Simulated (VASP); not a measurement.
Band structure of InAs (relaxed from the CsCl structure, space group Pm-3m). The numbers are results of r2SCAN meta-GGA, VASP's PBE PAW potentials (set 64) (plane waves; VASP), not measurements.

Unless said otherwise, spin-orbit coupling is left out, though it shifts the bands of the heavy elements here.

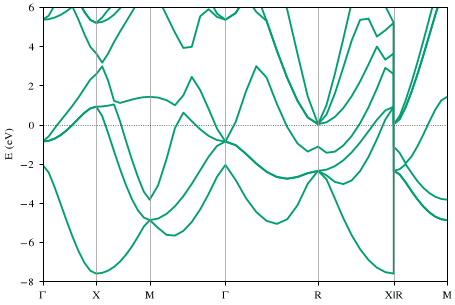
Bands along high-symmetry lines, zero at the valence-band maximum or, without a gap, the Fermi level

Q: Read the plot: is there a gap, and where are the band edges?

A: It has no gap at this level: it comes out as a metal or semimetal.

The structure was generated: InAs was put into the CsCl type (Pm-3m), which need not be its known phase. It was relaxed first, which changed the volume by +24 %.
